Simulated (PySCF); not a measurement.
# BCNOF2 (SMILES O=C=NB(F)F): levels of theory compared

We compute a comparison of 6 runs (HF/3-21G, B3LYP/6-31G*, B3LYP/6-31G**, PBE0/def2-SVP, PBE0/cc-pVTZ, SVWN5/pcseg-2) of BCNOF2. 

The calculation is run with PySCF 2.14.0.

1 further run of the same task is left out (set aside as unsound or not needed).

## (1) The system as given

BCNOF2 has 6 atoms, charge 0, and is taken as a singlet. SMILES: `O=C=NB(F)F`. The coordinates come from a PBE0-D4/def2-TZVP relaxation.

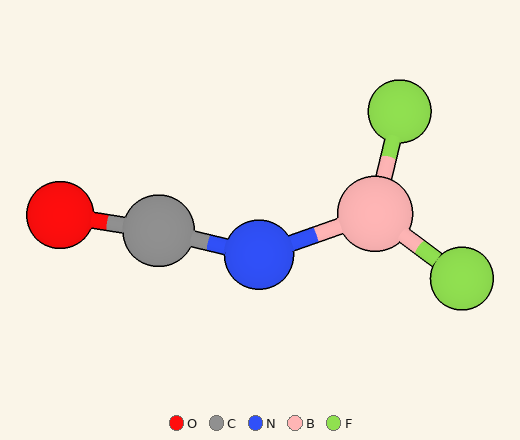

Viewed from a chosen angle; oxygen red, carbon grey, nitrogen blue, boron pink, fluorine green.

## (2) Energy and forces at HF/3-21G (run 1)

File calc.py:

```python
# O=C=NB(F)F
import pyscf.grad
from pyscf import gto

mol = gto.Mole()
mol.atom = '''
O      1.072900    -2.030200     1.224200
C      0.602900    -1.239000     0.523600
N      0.121500    -0.481700    -0.277900
B     -0.413700     0.817100    -0.445800
F     -0.843100     1.200000    -1.627200
F     -0.498300     1.669900     0.556800
'''
mol.verbose = 3
mol.max_memory = 1860
mol.basis = '3-21g'
mol.spin = 0
mol.build()

mf = mol.RHF()
mf.conv_tol = 1e-10
mf.kernel()
if not mf.converged:
    mf = mf.newton().run(mf.mo_coeff, mf.mo_occ)

e_final = mf.e_tot
print(f'total energy: {e_final:.8f} hartree')
grad = mf.Gradients().kernel()
mf.analyze()
```

On the command line:

```console
$ OMP_NUM_THREADS=1 python calc.py
```

Output:

```text
converged SCF energy = -388.788333644163
total energy: -388.78833364 hartree
--------------- RHF gradients ---------------
         x                y                z
0 O    -0.0010730229     0.0016767994    -0.0017867535
1 C     0.0086523577    -0.0095528376     0.0207806873
2 N    -0.0118387389     0.0129552960    -0.0286190187
3 B    -0.0067313258     0.0223758735     0.0073723984
4 F     0.0090613707    -0.0107845054     0.0206636498
5 F     0.0019293592    -0.0166706259    -0.0184109633
----------------------------------------------
**** MO energy ****
MO #1   energy= -26.2077201375673  occ= 2
MO #2   energy= -26.1996047135408  occ= 2
MO #3   energy= -20.5632580090667  occ= 2
MO #4   energy= -15.5456340112269  occ= 2
MO #5   energy= -11.4093156842592  occ= 2
MO #6   energy= -7.74776154620838  occ= 2
MO #7   energy= -1.65604710892375  occ= 2
MO #8   energy= -1.61915156456161  occ= 2
MO #9   energy= -1.52906441104622  occ= 2
MO #10  energy= -1.308463003911    occ= 2
MO #11  energy= -0.893298353623675 occ= 2
MO #12  energy= -0.799171739722453 occ= 2
MO #13  energy= -0.7622837091901   occ= 2
MO #14  energy= -0.74521351729136  occ= 2
MO #15  energy= -0.727561863673953 occ= 2
MO #16  energy= -0.685696743229502 occ= 2
MO #17  energy= -0.684653005729866 occ= 2
MO #18  energy= -0.665779878667944 occ= 2
MO #19  energy= -0.654227929759449 occ= 2
MO #20  energy= -0.644628604727705 occ= 2
MO #21  energy= -0.481170154637732 occ= 2
MO #22  energy= -0.479347998554966 occ= 2
MO #23  energy= 0.125527264457378  occ= 0
MO #24  energy= 0.178962726475131  occ= 0
MO #25  energy= 0.269676274407205  occ= 0
MO #26  energy= 0.280663202154309  occ= 0
MO #27  energy= 0.350599026949091  occ= 0
MO #28  energy= 0.40761472647432   occ= 0
MO #29  energy= 0.471928123492821  occ= 0
MO #30  energy= 0.57120585412447   occ= 0
MO #31  energy= 0.731275599097274  occ= 0
MO #32  energy= 0.766423909877729  occ= 0
MO #33  energy= 0.822121529070586  occ= 0
MO #34  energy= 0.880326827587452  occ= 0
MO #35  energy= 0.882167544593159  occ= 0
MO #36  energy= 0.944336367124497  occ= 0
MO #37  energy= 1.26739599790216   occ= 0
MO #38  energy= 1.41031768787602   occ= 0
MO #39  energy= 1.47707283738378   occ= 0
MO #40  energy= 1.52243334503603   occ= 0
MO #41  energy= 1.80077108975461   occ= 0
MO #42  energy= 1.85254563341395   occ= 0
MO #43  energy= 1.86770359820081   occ= 0
MO #44  energy= 2.02991130076862   occ= 0
MO #45  energy= 2.18499751482864   occ= 0
MO #46  energy= 2.31277549871566   occ= 0
MO #47  energy= 2.35883507207089   occ= 0
MO #48  energy= 2.37985358721867   occ= 0
MO #49  energy= 2.4377084966041    occ= 0
MO #50  energy= 2.47306824324601   occ= 0
MO #51  energy= 2.91310840009087   occ= 0
MO #52  energy= 3.86063826687386   occ= 0
MO #53  energy= 4.07197483957268   occ= 0
MO #54  energy= 4.08040315377363   occ= 0
 ** Mulliken atomic charges  **
charge of    0O =     -0.32291
charge of    1C =      0.59064
charge of    2N =     -0.40329
charge of    3B =      0.70868
charge of    4F =     -0.28227
charge of    5F =     -0.29086
Dipole moment(X, Y, Z, Debye):  0.12459, -0.12156,  0.32325
```

Run time: 3.3 s. Hardware: 1 thread of Intel Xeon at 2.50GHz (Skylake/Cascade Lake), shared host; peak memory 0.13 GiB.

## (3) Energy and gradient at B3LYP/6-31G(d) (spherical functions) (run 2)

File input.py:

```python
import pyscf.grad
from pyscf import gto, dft

system = gto.M(
    atom=[
    ('O', (1.072900, -2.030200, 1.224200)),
    ('C', (0.602900, -1.239000, 0.523600)),
    ('N', (0.121500, -0.481700, -0.277900)),
    ('B', (-0.413700, 0.817100, -0.445800)),
    ('F', (-0.843100, 1.200000, -1.627200)),
    ('F', (-0.498300, 1.669900, 0.556800)),
],
    basis='6-31g*',
    max_memory=1860,
    charge=0,
    verbose=4,
)

mf = dft.RKS(system, xc='b3lyp')
mf.grids.level = 5
mf.conv_tol = 1e-10
mf.kernel()
if not mf.converged:
    mf = mf.newton().run(mf.mo_coeff, mf.mo_occ)

e_tot = mf.e_tot
print('E(%s) = %.9f' % ('B3LYP', e_tot))
grad = mf.Gradients().kernel()
dip = mf.dip_moment()
pop, q = mf.mulliken_pop()
```

On the command line:

```console
$ OMP_NUM_THREADS=1 python input.py
```

Output:

```text
PySCF version 2.14.0

[... 78 lines left out ...]
converged SCF energy = -392.773617573782
[... 14 lines left out ...]
Dipole moment(X, Y, Z, Debye): -0.02153,  0.07515,  0.02828
[... 52 lines left out ...]
pop of  3 B 3dxy          0.02265
pop of  3 B 3dyz          0.06200
pop of  3 B 3dz^2         0.05240
pop of  3 B 3dxz          0.03165
pop of  3 B 3dx2-y2       0.02338
pop of  4 F 1s            1.99723
pop of  4 F 2s            0.93467
pop of  4 F 3s            0.97731
pop of  4 F 2px           1.11124
pop of  4 F 2py           1.15996
pop of  4 F 2pz           1.06393
pop of  4 F 3px           0.69304
pop of  4 F 3py           0.69298
pop of  4 F 3pz           0.58601
pop of  4 F 3dxy          0.00068
pop of  4 F 3dyz          0.00310
pop of  4 F 3dz^2         0.00445
pop of  4 F 3dxz          0.00379
pop of  4 F 3dx2-y2       0.00085
pop of  5 F 1s            1.99723
pop of  5 F 2s            0.93459
pop of  5 F 3s            0.97959
pop of  5 F 2px           1.12704
pop of  5 F 2py           1.11045
pop of  5 F 2pz           1.09633
pop of  5 F 3px           0.71130
pop of  5 F 3py           0.64194
pop of  5 F 3pz           0.62545
pop of  5 F 3dxy          0.00176
pop of  5 F 3dyz          0.00387
pop of  5 F 3dz^2         0.00327
pop of  5 F 3dxz          0.00234
pop of  5 F 3dx2-y2       0.00158
 ** Mulliken atomic charges  **
charge of    0O =     -0.30165
charge of    1C =      0.51428
charge of    2N =     -0.35368
charge of    3B =      0.60703
charge of    4F =     -0.22924
charge of    5F =     -0.23675
```

It took 51 s on 1 thread of Intel Xeon at 2.50GHz (Skylake/Cascade Lake), shared host; peak memory 0.82 GiB.

## (4) Energy and forces at B3LYP/6-31G(d,p) (spherical functions) (run 3)

File mol.xyz:

```xyz
6

O      1.072900    -2.030200     1.224200
C      0.602900    -1.239000     0.523600
N      0.121500    -0.481700    -0.277900
B     -0.413700     0.817100    -0.445800
F     -0.843100     1.200000    -1.627200
F     -0.498300     1.669900     0.556800
```

File calc.py:

```python
import pyscf.grad
from pyscf import gto, dft

mol = gto.Mole()
mol.atom = 'mol.xyz'
mol.verbose = 4
mol.basis = '6-31g**'
mol.spin = 0
mol.max_memory = 1860
mol.build()

mf = dft.RKS(mol)
mf.xc = 'b3lyp'
mf.grids.level = 5
mf.conv_tol = 1e-10
mf.kernel()
if not mf.converged:
    mf = mf.newton().run(mf.mo_coeff, mf.mo_occ)

etot = mf.e_tot
print('Final energy', etot)
grad = mf.Gradients().kernel()
mf.analyze()
```

On the command line:

```console
$ OMP_NUM_THREADS=1 python calc.py
```

Output:

```text
PySCF version 2.14.0

[... 95 lines left out ...]
Nuclear Repulsion Energy =             196.166005218165310
[... 9 lines left out ...]
MO #4   energy= -14.3716867391299  occ= 2
[... 7 lines left out ...]
MO #12  energy= -0.571105583565391 occ= 2
[... 7 lines left out ...]
MO #20  energy= -0.425417653536332 occ= 2
[... 7 lines left out ...]
MO #28  energy= 0.232093329257745  occ= 0
[... 7 lines left out ...]
MO #36  energy= 0.559869412817972  occ= 0
[... 7 lines left out ...]
MO #44  energy= 1.07761294417073   occ= 0
[... 7 lines left out ...]
MO #52  energy= 1.35350611942805   occ= 0
[... 7 lines left out ...]
MO #60  energy= 1.72125659734041   occ= 0
[... 7 lines left out ...]
MO #68  energy= 1.94998749372743   occ= 0
[... 7 lines left out ...]
MO #76  energy= 2.48545549795605   occ= 0
[... 7 lines left out ...]
MO #84  energy= 3.47331184644467   occ= 0
[... 54 lines left out ...]
pop of  3 B 3dyz          0.00383
pop of  3 B 3dz^2         0.00352
pop of  3 B 3dxz          0.00306
pop of  3 B 3dx2-y2       0.00236
pop of  4 F 1s            1.99997
pop of  4 F 2s            1.76321
pop of  4 F 3s            0.00232
pop of  4 F 2px           1.82265
pop of  4 F 2py           1.88849
pop of  4 F 2pz           1.76347
pop of  4 F 3px           0.00070
pop of  4 F 3py           0.00147
pop of  4 F 3pz           0.00044
pop of  4 F 3dxy          0.00052
pop of  4 F 3dyz          0.00300
pop of  4 F 3dz^2         0.00502
pop of  4 F 3dxz          0.00336
pop of  4 F 3dx2-y2       0.00042
pop of  5 F 1s            1.99997
pop of  5 F 2s            1.76658
pop of  5 F 3s            0.00227
pop of  5 F 2px           1.84488
pop of  5 F 2py           1.82561
pop of  5 F 2pz           1.80643
pop of  5 F 3px           0.00077
pop of  5 F 3py           0.00103
pop of  5 F 3pz           0.00062
pop of  5 F 3dxy          0.00090
pop of  5 F 3dyz          0.00611
pop of  5 F 3dz^2         0.00229
pop of  5 F 3dxz          0.00120
pop of  5 F 3dx2-y2       0.00154
 ** Mulliken atomic charges  **
charge of    0O =     -0.29507
charge of    1C =      0.50291
charge of    2N =     -0.31180
charge of    3B =      0.61919
charge of    4F =     -0.25504
charge of    5F =     -0.26020
Dipole moment(X, Y, Z, Debye): -0.02153,  0.07515,  0.02828
```

It took 43 s on 1 thread of Intel Xeon at 2.50GHz (Skylake/Cascade Lake), shared host; peak memory 0.82 GiB.

Runs 4 to 5 aren't shown in full; the table further down has their settings and results.

## (5) Energy and forces at SVWN5/pcseg-2 (run 6)

File geometry.xyz:

```xyz
6
CBF2NO
O      1.072900    -2.030200     1.224200
C      0.602900    -1.239000     0.523600
N      0.121500    -0.481700    -0.277900
B     -0.413700     0.817100    -0.445800
F     -0.843100     1.200000    -1.627200
F     -0.498300     1.669900     0.556800
```

File run.py:

```python
import pyscf.grad
from pyscf import gto, dft

mol = gto.M(
    atom='geometry.xyz',
    basis='pcseg-2',
    max_memory=1860,
    verbose=4,
)

mf = dft.RKS(mol)
mf.xc = 'svwn'
mf.conv_tol = 1e-10
mf.grids.level = 5
mf.kernel()
if not mf.converged:
    mf = mf.newton().run(mf.mo_coeff, mf.mo_occ)

energy = mf.e_tot
print('Final energy', energy)
grad = mf.Gradients().kernel()
mf.analyze()
```

On the command line:

```console
$ OMP_NUM_THREADS=1 python run.py
```

Output:

```text
PySCF version 2.14.0

[... 109 lines left out ...]
MO #4   energy= -13.8967099486656  occ= 2
[... 15 lines left out ...]
MO #20  energy= -0.389037027848435 occ= 2
[... 15 lines left out ...]
MO #36  energy= 0.298672851936107  occ= 0
[... 15 lines left out ...]
MO #52  energy= 0.667495959071943  occ= 0
[... 15 lines left out ...]
MO #68  energy= 1.25436675504572   occ= 0
[... 15 lines left out ...]
MO #84  energy= 2.03818700068692   occ= 0
[... 15 lines left out ...]
MO #100 energy= 2.86424510313021   occ= 0
[... 15 lines left out ...]
MO #116 energy= 3.50406968595212   occ= 0
[... 15 lines left out ...]
MO #132 energy= 4.09668005146287   occ= 0
[... 15 lines left out ...]
MO #148 energy= 4.90561997581756   occ= 0
[... 15 lines left out ...]
MO #164 energy= 6.28598913072366   occ= 0
[... 15 lines left out ...]
MO #180 energy= 8.61919037766469   occ= 0
[... 150 lines left out ...]
pop of  4 F 4f+2          0.00009
pop of  4 F 4f+3          0.00001
pop of  5 F 1s            1.99993
pop of  5 F 2s            1.76435
pop of  5 F 3s            0.00372
pop of  5 F 4s            0.00096
pop of  5 F 2px           1.84125
pop of  5 F 2py           1.82270
pop of  5 F 2pz           1.80699
pop of  5 F 3px           0.00184
pop of  5 F 3py           0.00172
pop of  5 F 3pz           0.00159
pop of  5 F 4px           0.00014
pop of  5 F 4py           0.00027
pop of  5 F 4pz           0.00035
pop of  5 F 3dxy          0.00082
pop of  5 F 3dyz          0.00429
pop of  5 F 3dz^2         0.00195
pop of  5 F 3dxz          0.00105
pop of  5 F 3dx2-y2       0.00119
pop of  5 F 4dxy          0.00010
pop of  5 F 4dyz          0.00084
pop of  5 F 4dz^2         0.00029
pop of  5 F 4dxz          0.00013
pop of  5 F 4dx2-y2       0.00021
pop of  5 F 4f-3          0.00005
pop of  5 F 4f-2          0.00014
pop of  5 F 4f-1          0.00054
pop of  5 F 4f+0          0.00011
pop of  5 F 4f+1          0.00006
pop of  5 F 4f+2          0.00035
pop of  5 F 4f+3          0.00003
 ** Mulliken atomic charges  **
charge of    0O =     -0.27553
charge of    1C =      0.48125
charge of    2N =     -0.30011
charge of    3B =      0.60522
charge of    4F =     -0.25286
charge of    5F =     -0.25797
Dipole moment(X, Y, Z, Debye):  0.03445, -0.06721,  0.03563
```

Run time: 3.8 min. Hardware: 1 thread of Intel Xeon at 2.50GHz (Skylake/Cascade Lake), shared host; peak memory 1.7 GiB.

## (6) The series

| run | level | integration grid | energy (Eh) | dipole moment (D) | HOMO energy (eV) | LUMO energy (eV) | wall time |
| --- | --- | --- | --- | --- | --- | --- | --- |
| 1 | HF/3-21G | – | -388.788334 | 0.37 | -13.04 | 3.42 | 3.3 s |
| 2 | B3LYP/6-31G* (spherical functions) | 5 | -392.773618 | 0.08 | -9.09 | -0.63 | 51 s |
| 3 | B3LYP/6-31G** (spherical functions) | 5 | -392.773618 | 0.08 | -9.09 | -0.63 | 43 s |
| 4 | PBE0/def2-SVP | 5 | -392.084986 | 0.12 | -9.62 | -0.64 | 43 s |
| 5 | PBE0/cc-pVTZ | 5 | -392.528671 | 0.08 | -9.70 | -0.71 | 3.3 min |
| 6 | SVWN5/pcseg-2 | 5 | -390.126940 | 0.08 | -8.51 | -2.20 | 3.8 min |

## (7) What came out

| quantity | value |
| --- | --- |
| run 6: total energy | -390.12694 Eh |
| run 6: dipole moment | 0.08 D |
| run 6: HOMO energy | -8.51 eV |
| run 6: LUMO energy | -2.20 eV |
| run 6: HOMO–LUMO gap | 6.31 eV |
| run 6: largest force on an atom | 0.649 eV/Å |

In words: The dipole moment (its size) runs from 0.08 D (PBE0/cc-pVTZ) to 0.37 D (HF/3-21G). The two ends differ in method and basis. The HOMO–LUMO gap runs from 6.31 eV (SVWN5/pcseg-2) to 16.46 eV (HF/3-21G). Totals of different functionals can't be ranked against each other. All runs together took 9.5 min, the longest 3.8 min.
